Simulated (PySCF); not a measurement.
C$_{3}$H$_{11}$NOSi$_{2}$ (SMILES C/C(=C\[SiH2]N)O[SiH3])

Input

```
{"job": {"kind": "nmr", "xc": "PBE", "basis": "pcSseg-1", "pop": false}, "charge": 0, "multiplicity": 1}
C      0.055466    -1.448557     1.022381
C      0.554337    -0.253986     0.269222
C     -0.127832     0.412514    -0.656647
Si    -1.844754     0.020868    -1.285917
N     -2.901474    -0.099059     0.078134
O      1.812704     0.079648     0.649155
Si     3.009365     1.100046     0.279634
H     -0.985249    -1.639900     0.789860
H      0.656006    -2.319669     0.761486
H      0.168351    -1.277987     2.092293
H      0.379890     1.246596    -1.121894
H     -1.953223    -1.288568    -1.939113
H     -2.197806     1.074084    -2.255305
H     -3.870790    -0.316590    -0.089283
H     -2.834781     0.604506     0.796767
H      3.260344     1.821379     1.524752
H      2.700005     2.045428    -0.794223
H      4.119442     0.239247    -0.121302
```

Run with:

```sh
OMP_NUM_THREADS=1 python ens_run.py task.json out
```

Geometry: GFN2-xTB.

Theory: PBE/pcSseg-1, SCF density, gas phase, non-relativistic in PySCF 2.14.0.

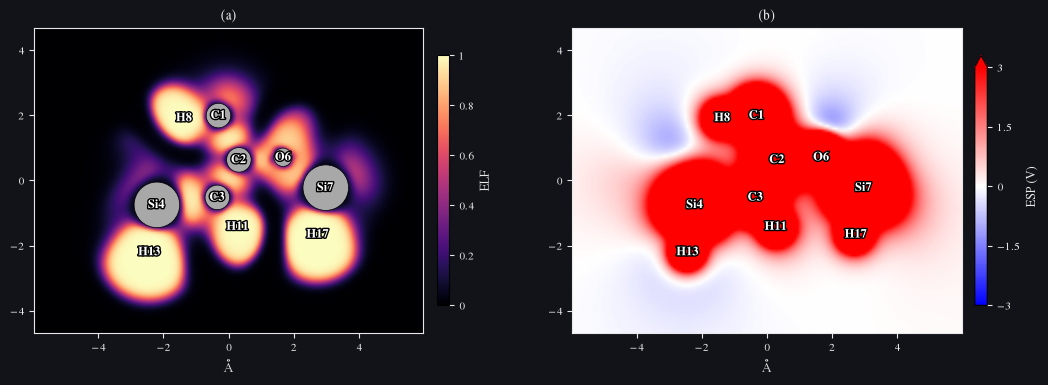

Figure 1. (a) ELF; (b) molecular electrostatic potential on the plane of atoms C1, C2 and C3. Grey discs cover the atomic cores in the ELF map.

Q: Read the bonding off the picture.

A:
- The section cuts through C, Si, O and H sites.
- C–C (1.33 Å): the ELF peaks at about 0.90 between the atoms; a multiple bond.
- C–O (1.36 Å): the ELF peaks at about 0.85 between the atoms; a shared but strongly polarised pair.
- Si–O (1.62 Å): the ELF peaks at about 0.85 between the atoms; a polar covalent bond.
- C–Si (1.87 Å): the ELF peaks at about 0.95 between the atoms; a covalent bond.
- C–C (1.50 Å): the ELF peaks at about 0.95 between the atoms: localised, covalent bonding.
- The ELF also peaks beside O6, away from the bonds: lone-pair regions.
- Outside the dense part of the molecule the potential is most negative (−1.1 V) near O6.

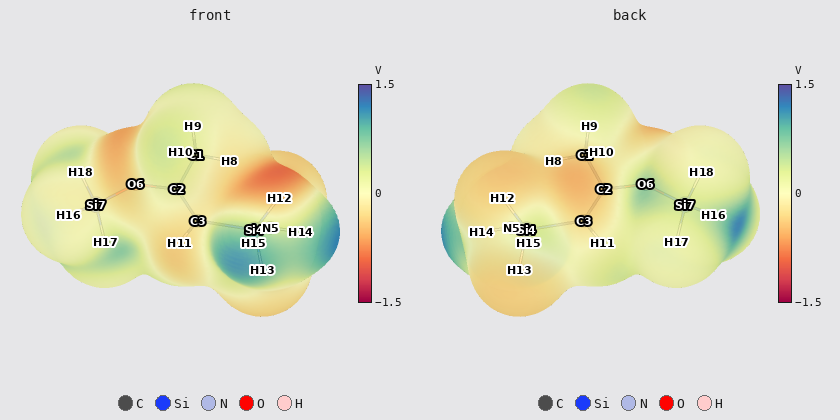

Figure 2. The molecular electrostatic potential painted on the density surface at 0.001 e/bohr³, seen from the front and from behind; red is negative and blue positive.

Q: Describe the electrostatic potential map.

A: The most negative region (about −0.9 V) lies over N5, the most positive (about +1.2 V) over Si7, H14 and H15.

Q: How polar is the molecule by this calculation?

A: Its dipole moment is 1.00 D.
